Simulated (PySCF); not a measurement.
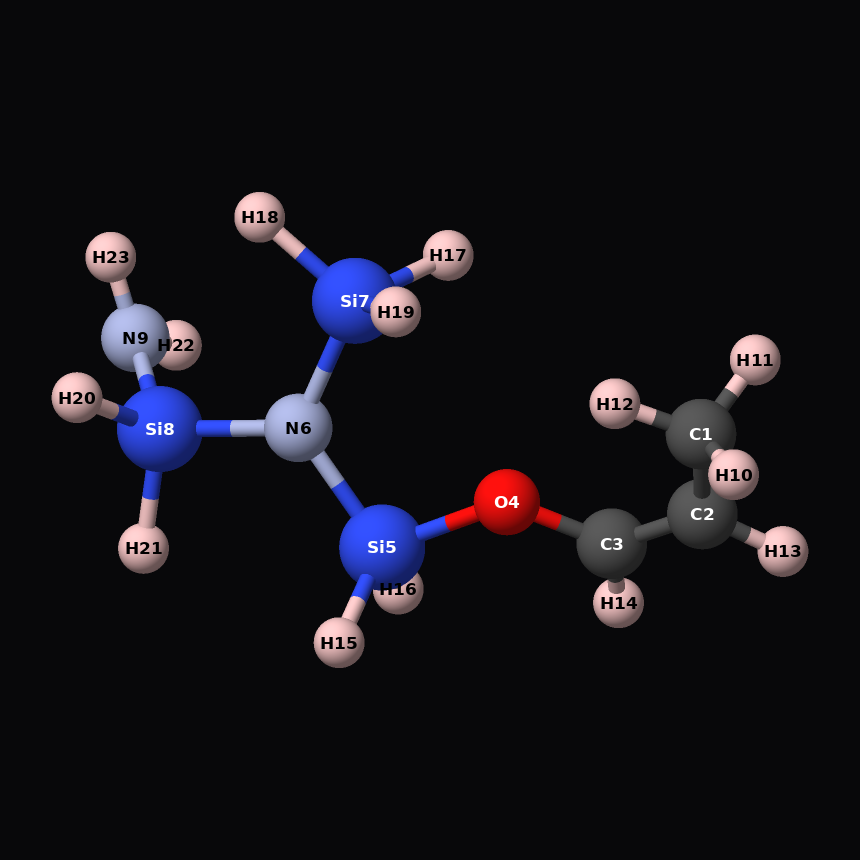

Every bond is drawn as one stick. Computed geometry: PBE0-D3(BJ)/def2-SVP optimisation. No frequency run is at hand to confirm it as a minimum. Level of theory: PBE0/pcSseg-1 in chloroform (IEF-PCM) (PySCF 2.14.0).

List the Mayer bond orders of C1–C2, C2–C3, C3–O4, O4–Si5, Si5–N6, N6–Si7, N6–Si8, Si8–N9 (bonds between heavy atoms, one of each equivalent set).

| bond | Mayer order | length (Å) |
| --- | --- | --- |
| C1–C2 | 1.05 | 1.491 |
| C2–C3 | 1.89 | 1.336 |
| C3–O4 | 0.96 | 1.356 |
| O4–Si5 | 0.86 | 1.676 |
| Si5–N6 | 0.94 | 1.730 |
| N6–Si7 | 0.86 | 1.759 |
| N6–Si8 | 0.85 | 1.761 |
| Si8–N9 | 1.09 | 1.719 |
